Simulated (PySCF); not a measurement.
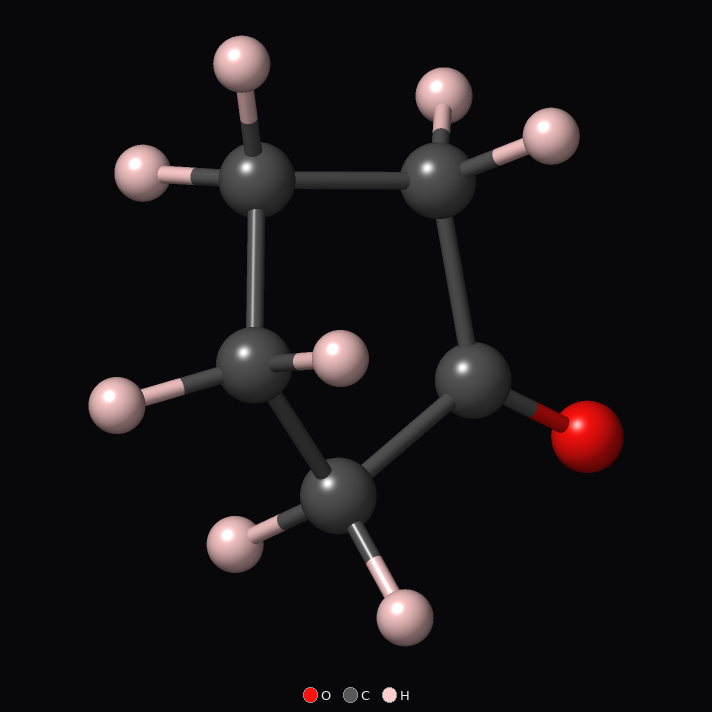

(Drawn from a calculation with PySCF.)

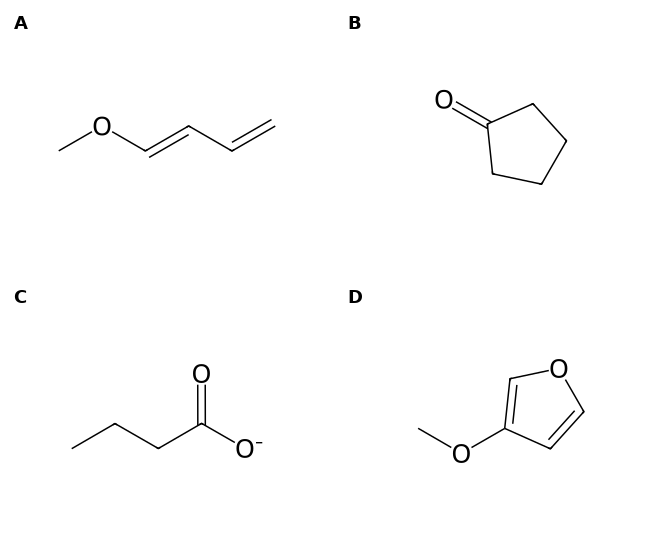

Question: The first picture shows one of the molecules drawn in the second. Which?

Answer: B, `O=C1CCCC1`.
